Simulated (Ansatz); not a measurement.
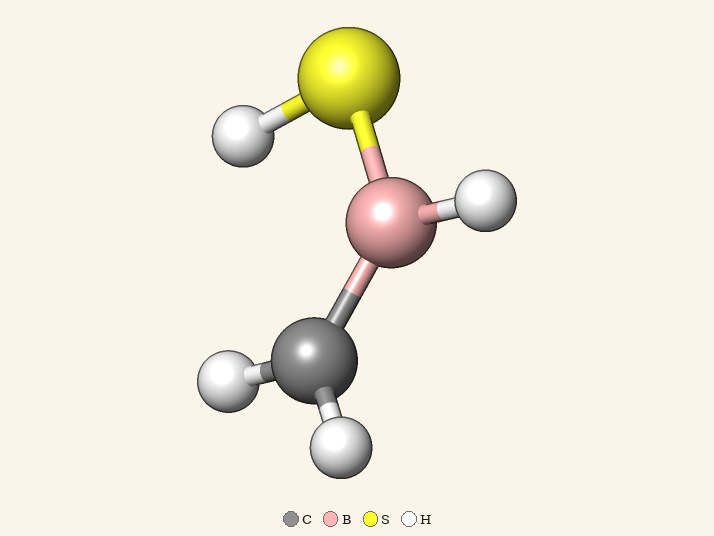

Rendered structure (ball-and-stick style).

The species is neutral and a spin doublet.

What is the molecular formula?

CH₄BS, 7 atoms: 1 carbon, 4 hydrogen, 1 boron and 1 sulfur.

Which point group does it belong to?

Cs.

How many atoms are distinct by symmetry?

7: 1 C, 1 B, 1 S, 1 H, 1 H, 1 H, 1 H.

More results for the same structure follow; atom numbers are the same in all pictures, views and colours differ. Computed geometry: PBE0-D4/def2-TZVP optimisation. No frequency run is at hand to confirm it as a minimum.

## Dipole moment

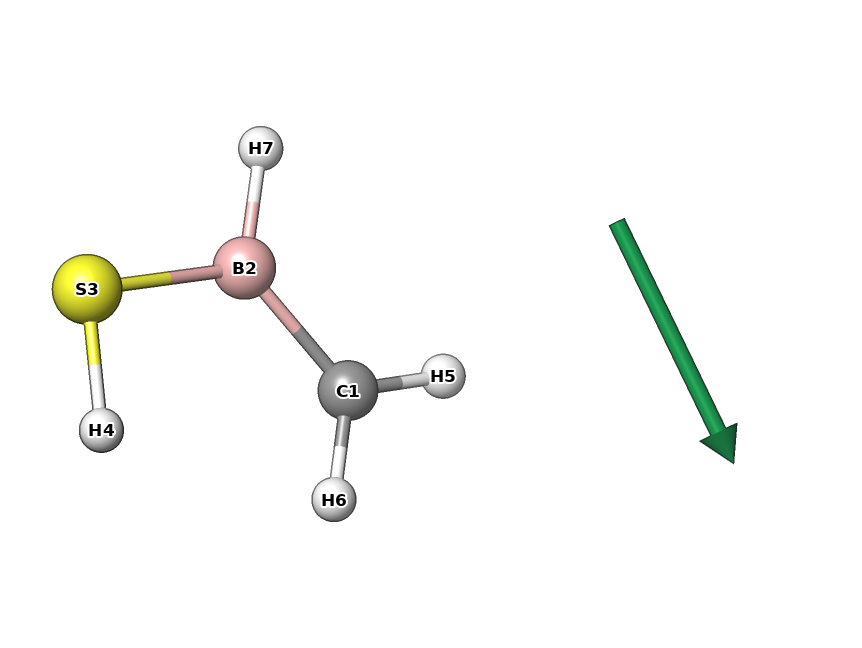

The arrow beside the molecule shows the direction of the dipole moment, from the negative to the positive end (its length means nothing). No frequency run is at hand to confirm it as a minimum. Level of theory: UKS PBE0-D4/def2-TZVP (Ansatz 0.2.0).

How large is the dipole moment?

1.61 D; it points from the side of H7 to the side of H6 (the outermost atoms at the two ends).

## Electronic properties

No frequency run is at hand to confirm it as a minimum. Method: UKS PBE0-D4/def2-TZVPP (Ansatz 0.2.0).

What is the dispersion correction?

−8.9 kJ/mol.

What is the HOMO energy (Kohn–Sham orbital)?

−7.19 eV.

Give the ⟨S²⟩ of the determinant at this level.

0.756.

## Charges

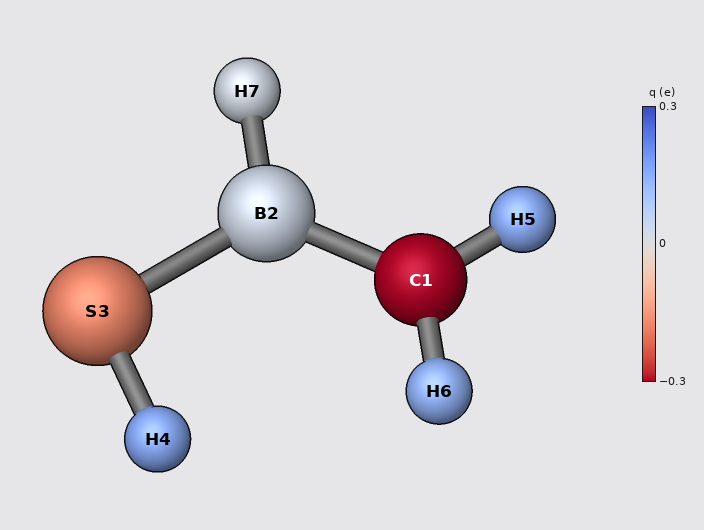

Atoms are coloured by their Mulliken charges. No frequency run is at hand to confirm it as a minimum. Method: UKS PBE0-D4/def2-TZVP (Ansatz 0.2.0).

List the Mulliken charges.

```json
{"atom": "C1", "value (e)": "−0.30"}
{"atom": "B2", "value (e)": "0.03"}
{"atom": "S3", "value (e)": "−0.18"}
{"atom": "H4", "value (e)": "0.15"}
{"atom": "H5", "value (e)": "0.15"}
{"atom": "H6", "value (e)": "0.13"}
{"atom": "H7", "value (e)": "0.02"}
```

Mulliken values depend strongly on the basis set and can even reverse the polarity of a bond.
